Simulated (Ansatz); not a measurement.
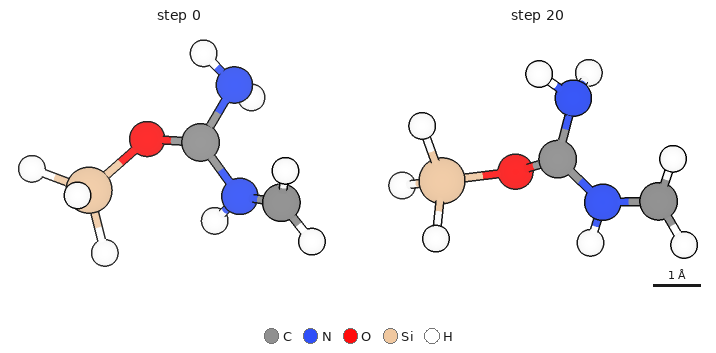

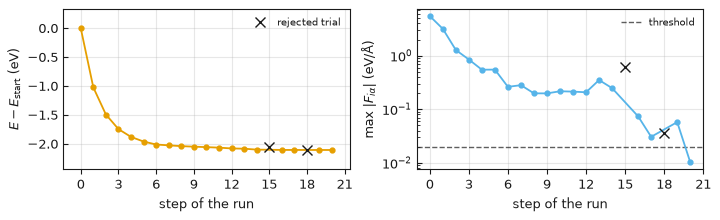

First and last geometry of a relaxation of C2H8N2OSi, with the history of the run. The picture is a ball-and-stick view, seen at a tilt.

The run prepares an end point of a later path (hydrogen shift) calculation, from a guessed geometry.

Computed with RKS PBE0-D4/def2-SVP (Ansatz 0.2.0). (no spin polarisation; force threshold 0.02 eV/Å; at most 50 steps)

### Did the run converge, and what did it change?

It converged. The atom that moves furthest after the best rigid fit is an H atom (1.72 Å). Largest moves by element: H 1.72 Å, O 0.85 Å, N 0.63 Å, C 0.55 Å, Si 0.29 Å. Among the contacts that change: C–N 1.439 → 1.342 Å, C–N 1.455 → 1.387 Å, H–N 1.082 → 1.025 Å, H–N 0.960 → 1.015 Å. Among the angles between lasting bonds that change: C–N–H 143.6° → 116.2°, C–N–C 113.1° → 132.1°, C–N–H 97.3° → 113.5°. Groups turn about C–O by about 60°. Over 18 accepted moves (20 points after the start) the energy falls by 2.106 eV. Largest force component: 5.5 eV/Å at the start, 0.01 eV/Å at the end. The line search rejected the trial steps at points 15, 18 of the run. The run took 44 s on 2 threads of AMD EPYC 9R45 96-Core Processor (Zen 5) (shared host), peak memory 0.35 GiB.
